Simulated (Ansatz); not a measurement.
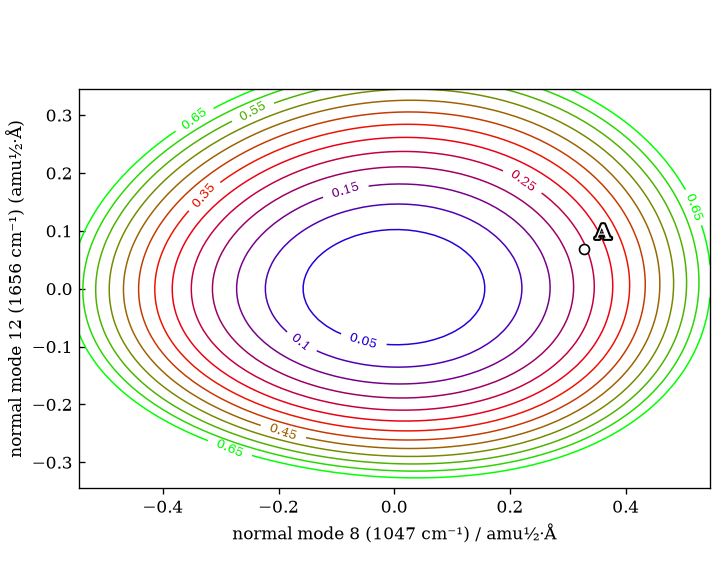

C2H3BO, SMILES B1C=CO1. Coordinates scanned: (1) normal mode 8 (1047 cm⁻¹); (2) normal mode 12 (1656 cm⁻¹). Nothing is relaxed (straight displacements along the two mass-weighted modes). The scan uses an 11 × 11 grid. Points are written as (first, second). All energies are given in eV relative to the relaxed molecule at the same level. Level of theory: Ansatz 0.2.0, RKS BHLYP-D4/def2-TZVP.

The picture shows contour lines labelled in eV (none above 0.65), the point A. Between grid points the surface is interpolated.

**Which way does the force act at A, and how strong is it?**

A, at (0.327 amu½·Å, 0.069 amu½·Å), is not a stationary point. The computed force is 1.4 eV for each amu½·Å towards smaller values of normal mode 8 (1047 cm⁻¹) and 0.58 eV for each amu½·Å towards smaller values of normal mode 12 (1656 cm⁻¹).
